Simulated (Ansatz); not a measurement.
# AlCu: a sublattice displacement scan

This session takes AlCu and sets out to map the energy as every Cu atom is pushed off its site.

Computed with Ansatz 0.2.0 (DFT LDA, scalar-relativistic, plane waves, PAW, unless a step's input says otherwise).

### Step 1. The starting structure

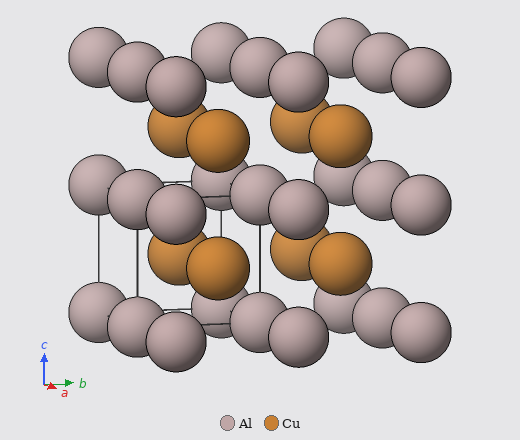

The starting structure, seen slightly off an axis (aluminium light grey, copper orange). 2×2×2 cells are drawn. Atoms on the faces are drawn again on the opposite ones.

Structure file:

```cif
data_structure
_symmetry_space_group_name_H-M 'Pm-3m'
_symmetry_Int_Tables_number 221
_cell_length_a 2.9975
_cell_length_b 2.9975
_cell_length_c 2.9975
_cell_angle_alpha 90.000
_cell_angle_beta 90.000
_cell_angle_gamma 90.000
_cell_volume 26.93
loop_
_atom_site_label
_atom_site_type_symbol
_atom_site_symmetry_multiplicity
_atom_site_Wyckoff_symbol
_atom_site_fract_x
_atom_site_fract_y
_atom_site_fract_z
_atom_site_occupancy
Al1 Al 1 a 0.00000 0.00000 0.00000 1
Cu1 Cu 1 b 0.50000 0.50000 0.50000 1
```

The structure comes from the Materials Project (structure only).

### Step 2. Quick check of gap, pressure and forces

input.yaml

```yaml
crystal:
  lattice:
    - [2.997509, 0.0, 0.0]
    - [0.0, 2.997509, 0.0]
    - [0.0, 0.0, 2.997509]
  atoms:
    - { symbol: Al, position: [0.0, 0.0, 0.0] }
    - { symbol: Cu, position: [0.5, 0.5, 0.5] }
basis:
  ecutwfc: 420
kpoints:
  mp_grid: { grid: [6, 6, 6] }
hamiltonian:
  xc: lda
scf:
  occupations: { method: gaussian, width: 0.1 }
output:
  forces: true
  stress: true
  eigenvalues: true
```

The program printed, shortened:

```text
[...]
SCF converged after 6 iterations
Free energy (F): -7068.885008 eV
[...]
E sigma→0 (E₀):  -7068.881464 eV
Entropy (-TS):   -0.007088 eV (-3.544 meV/atom)
Fermi energy:    12.792204 eV
[...]
--- Forces (eV/Å), atoms counted from 1 ---
  atom   1  Al    -0.00000000     0.00000000     0.00000000
  atom   2  Cu     0.00000000     0.00000000     0.00000000
[...]
--- Stress (GPa, compression-positive) ---
       -7.727833       0.000000       0.000000
       -0.000000      -7.727833       0.000000
        0.000000       0.000000      -7.727833
  P = ⅓ Tr σ = -7.7278 GPa (-77.278 kbar)
--- Band table (eV; the first three rows and the last of 20) ---
  k-point 0: bands = ["-100.3715", "-58.1769", "-58.1769", "-58.1769", "1.2878", "7.8827", "7.8827", "8.8968", "8.8968", "8.8968", "16.5403", "16.5403", "16.5403", "19.1455", "19.1455"]
[...]
```

Run time: 0.7 s. Hardware: 1 thread of an Arm CPU, shared host; peak memory 0.26 GiB.

The cell is taken as given, not relaxed at this level.

### Step 3. Zero of the scan

input.yaml: that of step 2 with these lines changed.

```diff
@@ -11,3 +11,3 @@
 kpoints:
-  mp_grid: { grid: [6, 6, 6] }
+  mp_grid: { grid: [16, 16, 16] }
 hamiltonian:
@@ -15,3 +15,3 @@
 scf:
-  occupations: { method: gaussian, width: 0.1 }
+  occupations: { method: gaussian, width: 0.15 }
 output:
```

The program printed, shortened:

```text
Warning: RAYON_NUM_THREADS=1 ignored (pool sized by the plan → 1); use --threads N
[...]
Pseudopotentials: kind: paw
Pseudopotential: Al, paw, valence charge 3, recommended cutoff 420 eV (normal), Al.paw.azcp
Pseudopotential: Cu, paw, valence charge 19, recommended cutoff 420 eV (normal), Cu.paw.azcp
Functional definition: SPW92
[...]
Crystal: 2 atoms, lattice volume = 26.933 Å³
Basis set: ecut = 420 eV, 515 PW (Γ)
Bands: 15, of which v1, the nominal top of the filled ones, is band 11 counted from 1 (10 counted from 0)
Symmetry: 48 space group operations
Space group: Pm-3m (ITA 221), of the structure as read, at distance tolerance 3.0e-5 Å
k-points: 165 of 4096
[...]
SCF iter   1: F=—  HF=-7068.884438 eV  |F-HF|=—  |Δ(HF+E_count)|=         —  Δρ=1.56e-2  dr2=2.67e-2  ethr=1.77e-3  ⟨swp⟩=4.1  Hψ=11101  notcnv=0
[...]
SCF iter   6: F=-7068.877659 eV  HF=-7068.877659 eV  |F-HF|=3.88e-10  |Δ(HF+E_count)|=   2.20e-8  Δρ=2.79e-6  dr2=1.01e-9  ethr=4.55e-10  ⟨swp⟩=4.5  Hψ=8926  notcnv=0
[...]
SCF converged after 6 iterations
Free energy (F): -7068.877659 eV
[...]
E sigma→0 (E₀):  -7068.874300 eV
Entropy (-TS):   -0.006717 eV (-3.358 meV/atom)
Fermi energy:    12.736708 eV
[...]
--- Forces (eV/Å), atoms counted from 1 ---
  atom   1  Al    -0.00000000    -0.00000000     0.00000000
  atom   2  Cu    -0.00000000    -0.00000000     0.00000000
[...]
--- Stress (GPa, compression-positive) ---
       -8.696319       0.000000       0.000000
        0.000000      -8.696319       0.000000
       -0.000000       0.000000      -8.696319
  P = ⅓ Tr σ = -8.6963 GPa (-86.963 kbar)
--- Band table (eV; the first three rows and the last of 165) ---
  k-point 0: bands = ["-100.4008", "-58.2056", "-58.2056", "-58.2056", "1.2878", "7.8634", "7.8634", "8.8701", "8.8701", "8.8701", "16.5399", "16.5399", "16.5399", "19.1443", "19.1443"]
[...]
```

It took 3 s on 1 thread of an Arm CPU, shared host; peak memory 0.33 GiB.

Reference values: F = -7068.8777 eV; pressure -8.70 GPa; largest force 0.000 eV/Å; gap on the mesh none (metal).

### Step 4. The scan: a sublattice displacement scan

Every Cu atom is moved by x along the Cartesian unit vector (0.000, 0.000, 1.000); the cell and all other atoms stay fixed. Forces below are components along that vector, summed over the moved atoms.

### Step 5. x = -0.500 Å

input.yaml: that of step 3 with these lines changed.

```diff
@@ -7,3 +7,3 @@
     - { symbol: Al, position: [0.0, 0.0, 0.0] }
-    - { symbol: Cu, position: [0.5, 0.5, 0.5] }
+    - { symbol: Cu, position: [0.5, 0.5, 0.3331948294] }
 basis:
```

The program printed, shortened:

```text
Warning: RAYON_NUM_THREADS=1 ignored (pool sized by the plan → 1); use --threads N
[...]
[... 4 set-up lines as earlier in the session ...]
[...]
Crystal: 2 atoms, lattice volume = 26.933 Å³
Basis set: ecut = 420 eV, 515 PW (Γ)
Bands: 15, of which v1, the nominal top of the filled ones, is band 11 counted from 1 (10 counted from 0)
Symmetry: 8 space group operations
Space group: P4mm (ITA 99), of the structure as read, at distance tolerance 3.0e-5 Å
k-points: 405 of 4096 (time reversal used)
[...]
SCF iter   1: F=—  HF=-7068.479716 eV  |F-HF|=—  |Δ(HF+E_count)|=         —  Δρ=1.56e-2  dr2=2.80e-2  ethr=1.77e-3  ⟨swp⟩=4.3  Hψ=27287  notcnv=0
[...]
SCF iter   6: F=-7068.472490 eV  HF=-7068.472490 eV  |F-HF|=1.90e-9  |Δ(HF+E_count)|=   1.58e-8  Δρ=2.91e-6  dr2=2.88e-9  ethr=3.18e-10  ⟨swp⟩=2.8  Hψ=21754  notcnv=0
[...]
SCF converged after 6 iterations
Free energy (F): -7068.472490 eV
[...]
E sigma→0 (E₀):  -7068.469097 eV
Entropy (-TS):   -0.006786 eV (-3.393 meV/atom)
Fermi energy:    12.617584 eV
[...]
--- Forces (eV/Å), atoms counted from 1 ---
  atom   1  Al     0.00000000     0.00000000    -1.61786208
  atom   2  Cu    -0.00000000     0.00000000     1.61788679
[...]
--- Stress (GPa, compression-positive) ---
        4.353862       0.000000       0.000000
        0.000000       4.353862       0.000000
        0.000000       0.000000      -3.352496
  P = ⅓ Tr σ = 1.7851 GPa (17.851 kbar)
--- Band table (eV; the first three rows and the last of 405) ---
  k-point 0: bands = ["-100.6262", "-58.4659", "-58.4659", "-58.3699", "1.2574", "7.4895", "7.6526", "8.4775", "8.6551", "8.6551", "16.4901", "16.4901", "16.8876", "19.0023", "19.2582"]
[...]
```

It took 12 s on 1 thread of an Arm CPU, shared host; peak memory 0.45 GiB.

### Step 6. At x = 0.375 Å

input.yaml: that of step 5 with these lines changed.

```diff
@@ -7,3 +7,3 @@
     - { symbol: Al, position: [0.0, 0.0, 0.0] }
-    - { symbol: Cu, position: [0.5, 0.5, 0.3331948294] }
+    - { symbol: Cu, position: [0.5, 0.5, 0.6251038779] }
 basis:
```

The program printed, shortened:

```text
[...]
SCF converged after 6 iterations
Free energy (F): -7068.650115 eV
[...]
E sigma→0 (E₀):  -7068.646680 eV
Entropy (-TS):   -0.006871 eV (-3.435 meV/atom)
Fermi energy:    12.672211 eV
[...]
--- Forces (eV/Å), atoms counted from 1 ---
  atom   1  Al    -0.00000000     0.00000000     1.21997648
  atom   2  Cu     0.00000000     0.00000000    -1.22010394
[...]
--- Stress (GPa, compression-positive) ---
       -1.256792       0.000000       0.000000
        0.000000      -1.256792       0.000000
        0.000000       0.000000      -5.358516
  P = ⅓ Tr σ = -2.6240 GPa (-26.240 kbar)
--- Band table (eV; the first three rows and the last of 405) ---
  k-point 0: bands = ["-100.5330", "-58.3579", "-58.3579", "-58.3025", "1.2718", "7.6456", "7.7345", "8.6428", "8.7420", "8.7420", "16.5155", "16.5155", "16.7621", "19.0797", "19.2094"]
[...]
```

Run time: 12 s. Hardware: 1 thread of an Arm CPU, shared host; peak memory 0.45 GiB.

### Step 7. At x = -0.250 Å

input.yaml: that of step 6 with these lines changed.

```diff
@@ -7,3 +7,3 @@
     - { symbol: Al, position: [0.0, 0.0, 0.0] }
-    - { symbol: Cu, position: [0.5, 0.5, 0.6251038779] }
+    - { symbol: Cu, position: [0.5, 0.5, 0.4165974147] }
 basis:
```

The program printed, shortened:

```text
Warning: RAYON_NUM_THREADS=1 ignored (pool sized by the plan → 1); use --threads N
[...]
[... 4 set-up lines as earlier in the session ...]
[...]
Crystal: 2 atoms, lattice volume = 26.933 Å³
Basis set: ecut = 420 eV, 515 PW (Γ)
Bands: 15, of which v1, the nominal top of the filled ones, is band 11 counted from 1 (10 counted from 0)
[... 2 set-up lines as earlier in the session ...]
k-points: 405 of 4096 (time reversal used)
[...]
SCF iter   1: F=—  HF=-7068.783843 eV  |F-HF|=—  |Δ(HF+E_count)|=         —  Δρ=1.54e-2  dr2=2.65e-2  ethr=1.77e-3  ⟨swp⟩=4.1  Hψ=27188  notcnv=0
[...]
SCF iter   6: F=-7068.776996 eV  HF=-7068.776996 eV  |F-HF|=3.02e-9  |Δ(HF+E_count)|=   2.57e-8  Δρ=6.14e-6  dr2=5.38e-9  ethr=4.45e-10  ⟨swp⟩=2.8  Hψ=22120  notcnv=0
[...]
SCF converged after 6 iterations
Free energy (F): -7068.776996 eV
[...]
E sigma→0 (E₀):  -7068.773605 eV
Entropy (-TS):   -0.006782 eV (-3.391 meV/atom)
Fermi energy:    12.710382 eV
[...]
--- Forces (eV/Å), atoms counted from 1 ---
  atom   1  Al     0.00000000     0.00000000    -0.80945148
  atom   2  Cu    -0.00000000     0.00000000     0.80950154
[...]
--- Stress (GPa, compression-positive) ---
       -5.348413       0.000000       0.000000
        0.000000      -5.348413       0.000000
        0.000000       0.000000      -7.092711
  P = ⅓ Tr σ = -5.9298 GPa (-59.298 kbar)
--- Band table (eV; the first three rows and the last of 405) ---
  k-point 0: bands = ["-100.4609", "-58.2747", "-58.2747", "-58.2498", "1.2811", "7.7645", "7.8028", "8.7674", "8.8111", "8.8111", "16.5305", "16.5305", "16.6474", "19.1214", "19.1736"]
[...]
```

Wall time 12 s (1 thread of an Arm CPU, shared host); peak memory 0.45 GiB.

### Step 8. x = 0.125 Å

input.yaml: that of step 7 with these lines changed.

```diff
@@ -7,3 +7,3 @@
     - { symbol: Al, position: [0.0, 0.0, 0.0] }
-    - { symbol: Cu, position: [0.5, 0.5, 0.4165974147] }
+    - { symbol: Cu, position: [0.5, 0.5, 0.5417012926] }
 basis:
```

The program printed, shortened:

```text
[...]
SCF converged after 6 iterations
Free energy (F): -7068.852605 eV
[...]
E sigma→0 (E₀):  -7068.849239 eV
Entropy (-TS):   -0.006731 eV (-3.366 meV/atom)
Fermi energy:    12.730388 eV
[...]
--- Forces (eV/Å), atoms counted from 1 ---
  atom   1  Al    -0.00000000     0.00000000     0.40148147
  atom   2  Cu     0.00000000     0.00000000    -0.40157600
[...]
--- Stress (GPa, compression-positive) ---
       -7.853436       0.000000       0.000000
        0.000000      -7.853436       0.000000
        0.000000       0.000000      -8.277669
  P = ⅓ Tr σ = -7.9948 GPa (-79.948 kbar)
--- Band table (eV; the first three rows and the last of 405) ---
  k-point 0: bands = ["-100.4160", "-58.2231", "-58.2231", "-58.2169", "1.2862", "7.8384", "7.8476", "8.8442", "8.8550", "8.8550", "16.5378", "16.5378", "16.5681", "19.1395", "19.1516"]
[...]
```

Run time: 12 s. Hardware: 1 thread of an Arm CPU, shared host; peak memory 0.45 GiB.

### Step 9. At x = 0.438 Å

input.yaml: that of step 8 with these lines changed.

```diff
@@ -7,3 +7,3 @@
     - { symbol: Al, position: [0.0, 0.0, 0.0] }
-    - { symbol: Cu, position: [0.5, 0.5, 0.5417012926] }
+    - { symbol: Cu, position: [0.5, 0.5, 0.6459545242] }
 basis:
```

The program printed, shortened:

```text
Warning: RAYON_NUM_THREADS=1 ignored (pool sized by the plan → 1); use --threads N
[...]
[... 4 set-up lines as earlier in the session ...]
[...]
Crystal: 2 atoms, lattice volume = 26.933 Å³
Basis set: ecut = 420 eV, 515 PW (Γ)
Bands: 15, of which v1, the nominal top of the filled ones, is band 11 counted from 1 (10 counted from 0)
[... 2 set-up lines as earlier in the session ...]
k-points: 405 of 4096 (time reversal used)
[...]
SCF iter   1: F=—  HF=-7068.574616 eV  |F-HF|=—  |Δ(HF+E_count)|=         —  Δρ=1.55e-2  dr2=2.73e-2  ethr=1.77e-3  ⟨swp⟩=4.3  Hψ=27265  notcnv=0
[...]
SCF iter   6: F=-7068.567530 eV  HF=-7068.567530 eV  |F-HF|=5.75e-9  |Δ(HF+E_count)|=   1.69e-8  Δρ=4.15e-6  dr2=8.03e-9  ethr=3.14e-10  ⟨swp⟩=2.7  Hψ=22516  notcnv=0
[...]
SCF converged after 6 iterations
Free energy (F): -7068.567530 eV
[...]
E sigma→0 (E₀):  -7068.564118 eV
Entropy (-TS):   -0.006824 eV (-3.412 meV/atom)
Fermi energy:    12.646710 eV
[...]
--- Forces (eV/Å), atoms counted from 1 ---
  atom   1  Al    -0.00000000     0.00000000     1.42196503
  atom   2  Cu     0.00000000     0.00000000    -1.42210201
[...]
--- Stress (GPa, compression-positive) ---
        1.365131       0.000000       0.000000
        0.000000       1.365131       0.000000
        0.000000       0.000000      -4.371641
  P = ⅓ Tr σ = -0.5471 GPa (-5.471 kbar)
--- Band table (eV; the first three rows and the last of 405) ---
  k-point 0: bands = ["-100.5775", "-58.4093", "-58.4093", "-58.3348", "1.2653", "7.5716", "7.6946", "8.5646", "8.7002", "8.7002", "16.5042", "16.5042", "16.8253", "19.0460", "19.2323"]
[...]
```

Run time: 12 s. Hardware: 1 thread of an Arm CPU, shared host; peak memory 0.45 GiB.

### Step 10. At x = 0.312 Å

input.yaml: that of step 9 with these lines changed.

```diff
@@ -7,3 +7,3 @@
     - { symbol: Al, position: [0.0, 0.0, 0.0] }
-    - { symbol: Cu, position: [0.5, 0.5, 0.6459545242] }
+    - { symbol: Cu, position: [0.5, 0.5, 0.6042532316] }
 basis:
```

The program printed, shortened:

```text
Warning: RAYON_NUM_THREADS=1 ignored (pool sized by the plan → 1); use --threads N
[...]
[... 4 set-up lines as earlier in the session ...]
[...]
Crystal: 2 atoms, lattice volume = 26.933 Å³
Basis set: ecut = 420 eV, 515 PW (Γ)
Bands: 15, of which v1, the nominal top of the filled ones, is band 11 counted from 1 (10 counted from 0)
[... 2 set-up lines as earlier in the session ...]
k-points: 405 of 4096 (time reversal used)
[...]
SCF iter   1: F=—  HF=-7068.726862 eV  |F-HF|=—  |Δ(HF+E_count)|=         —  Δρ=1.54e-2  dr2=2.66e-2  ethr=1.77e-3  ⟨swp⟩=4.1  Hψ=27190  notcnv=0
[...]
SCF iter   6: F=-7068.719975 eV  HF=-7068.719975 eV  |F-HF|=2.29e-9  |Δ(HF+E_count)|=   2.61e-8  Δρ=5.86e-6  dr2=5.21e-9  ethr=4.35e-10  ⟨swp⟩=2.9  Hψ=22256  notcnv=0
[...]
SCF converged after 6 iterations
Free energy (F): -7068.719975 eV
[...]
E sigma→0 (E₀):  -7068.716550 eV
Entropy (-TS):   -0.006849 eV (-3.425 meV/atom)
Fermi energy:    12.693718 eV
[...]
--- Forces (eV/Å), atoms counted from 1 ---
  atom   1  Al    -0.00000000     0.00000000     1.01519728
  atom   2  Cu     0.00000000     0.00000000    -1.01526408
[...]
--- Stress (GPa, compression-positive) ---
       -3.496245       0.000000       0.000000
        0.000000      -3.496245       0.000000
        0.000000       0.000000      -6.277131
  P = ⅓ Tr σ = -4.4232 GPa (-44.232 kbar)
--- Band table (eV; the first three rows and the last of 405) ---
  k-point 0: bands = ["-100.4938", "-58.3127", "-58.3127", "-58.2739", "1.2770", "7.7103", "7.7711", "8.7107", "8.7793", "8.7793", "16.5241", "16.5241", "16.7017", "19.1043", "19.1898"]
[...]
```

It took 12 s on 1 thread of an Arm CPU, shared host; peak memory 0.45 GiB.

### Step 11. Point x = 0.188 Å

input.yaml: that of step 10 with these lines changed.

```diff
@@ -7,3 +7,3 @@
     - { symbol: Al, position: [0.0, 0.0, 0.0] }
-    - { symbol: Cu, position: [0.5, 0.5, 0.6042532316] }
+    - { symbol: Cu, position: [0.5, 0.5, 0.562551939] }
 basis:
```

The program printed, shortened:

```text
[...]
SCF converged after 6 iterations
Free energy (F): -7068.821176 eV
[...]
E sigma→0 (E₀):  -7068.817804 eV
Entropy (-TS):   -0.006744 eV (-3.372 meV/atom)
Fermi energy:    12.722337 eV
[...]
--- Forces (eV/Å), atoms counted from 1 ---
  atom   1  Al    -0.00000000     0.00000000     0.60453778
  atom   2  Cu     0.00000000     0.00000000    -0.60458321
[...]
--- Stress (GPa, compression-positive) ---
       -6.804835       0.000000       0.000000
        0.000000      -6.804835       0.000000
        0.000000       0.000000      -7.770467
  P = ⅓ Tr σ = -7.1267 GPa (-71.267 kbar)
--- Band table (eV; the first three rows and the last of 405) ---
  k-point 0: bands = ["-100.4349", "-58.2447", "-58.2447", "-58.2307", "1.2841", "7.8074", "7.8286", "8.8121", "8.8364", "8.8364", "16.5349", "16.5349", "16.6022", "19.1326", "19.1608"]
[...]
```

It took 11 s on 1 thread of an Arm CPU, shared host; peak memory 0.45 GiB.

### Step 12. All points together

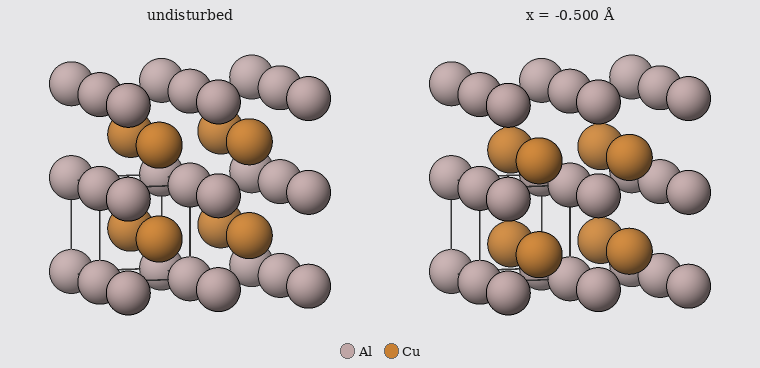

The undisturbed cell and the costliest point of the scan, at one scale, with neighbouring cells.

Collected from the runs (energy zero: the undisturbed cell):

```
 x (Å)  ΔE (meV/cell)  force on the moved atoms (eV/Å)  pressure (GPa)
-0.500          405.2                            1.618             1.8
-0.250          100.7                            0.809            -5.9
 0.000            0.0                            0.000            -8.7
 0.125           25.1                           -0.402            -8.0
 0.188           56.5                           -0.605            -7.1
 0.312          157.7                           -1.015            -4.4
 0.375          227.5                           -1.220            -2.6
 0.438          310.1                           -1.422            -0.5
```

Not run, since symmetry makes them alike: 0.500 repeats -0.500, -0.375 repeats 0.375, 0.250 repeats -0.250, -0.125 repeats 0.125. Energy, pressure and gap are the same there.

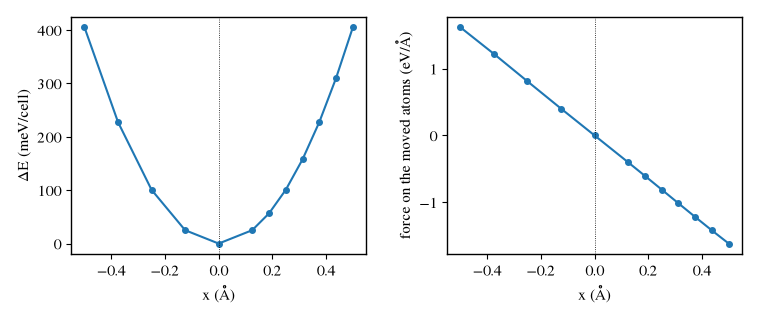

ΔE and force on the moved atoms along the scan; points alike by symmetry are filled in.

### Step 13. Results

| quantity | value |
| --- | --- |
| force constant along x, from the points at -0.250, 0 and 0.125 Å | 3.22 eV/Å² |

**Reading.** Near the site the force constant is 3.22 eV/Å². The step of 0.25 Å is wide, so anharmonic terms mix in. No sampled point lies below the undisturbed cell.
